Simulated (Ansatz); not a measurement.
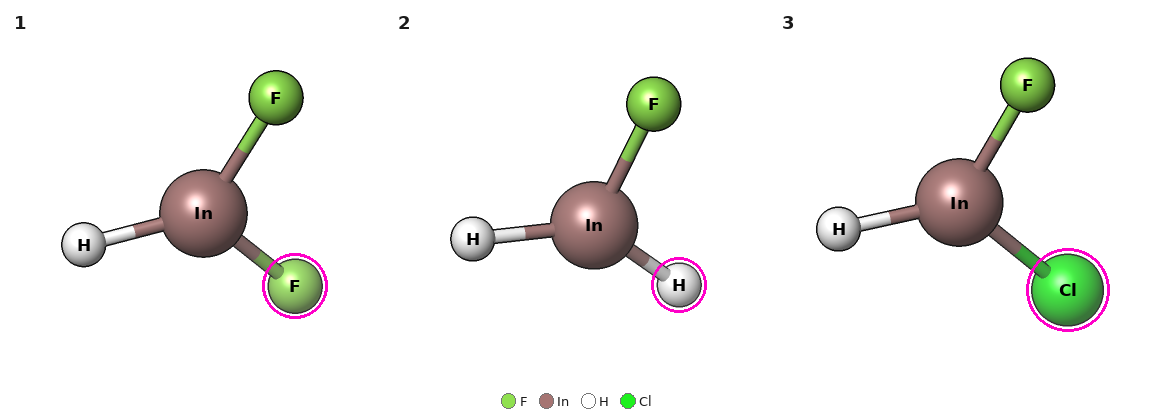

3 molecules with one skeleton, seen from the same side and at one scale; the atom that differs is circled. Charge 0, singlet. Computed geometries: PBE0-D4/def2-TZVP optimisations, one conformation each. Properties computed with Ansatz 0.2.0. Elements past Kr carry core potentials.

One atom differs, called X below: F in panel 1, H in panel 2, Cl in panel 3. Their formulas are F2HIn (`[F][InH][F]`), FH2In (`[F][InH2]`), ClFHIn (`[F][InH][Cl]`).

Rank them by the HOMO–LUMO gap, lowest first (CAM-B3LYP-D4/def2-TZVPP).

Answer. 2 (H), 3 (Cl), 1 (F).

Rank them by the harmonic zero-point energy, lowest first (PBE0-D4/def2-TZVP).

Answer. 3 (Cl), 1 (F), 2 (H).

Give the values. With PBE0-D4/def2-TZVP: length of X–In (Å), angle X–In–H (°), dipole moment (D), harmonic zero-point energy (kJ/mol). With CAM-B3LYP-D4/def2-TZVPP: HOMO energy (Kohn–Sham orbital) (eV), HOMO–LUMO gap (eV). With PBE-D4/def2-TZVPP: vertical ionisation energy (eV).

```json
{"quantity": "length of X–In (Å)", "1 (F)": "1.935", "2 (H)": "1.702", "3 (Cl)": "2.305"}
{"quantity": "angle X–In–H (°)", "1 (F)": "126.6", "2 (H)": "139.2", "3 (Cl)": "128.9"}
{"quantity": "HOMO energy (Kohn–Sham orbital) (eV)", "1 (F)": "−11.44", "2 (H)": "−10.15", "3 (Cl)": "−10.46"}
{"quantity": "HOMO–LUMO gap (eV)", "1 (F)": "10.45", "2 (H)": "9.08", "3 (Cl)": "9.41"}
{"quantity": "dipole moment (D)", "1 (F)": "3.54", "2 (H)": "3.07", "3 (Cl)": "3.03"}
{"quantity": "harmonic zero-point energy (kJ/mol)", "1 (F)": "24.6", "2 (H)": "35.2", "3 (Cl)": "23.0"}
{"quantity": "vertical ionisation energy (eV)", "1 (F)": "11.80", "2 (H)": "10.74", "3 (Cl)": "11.03"}
```
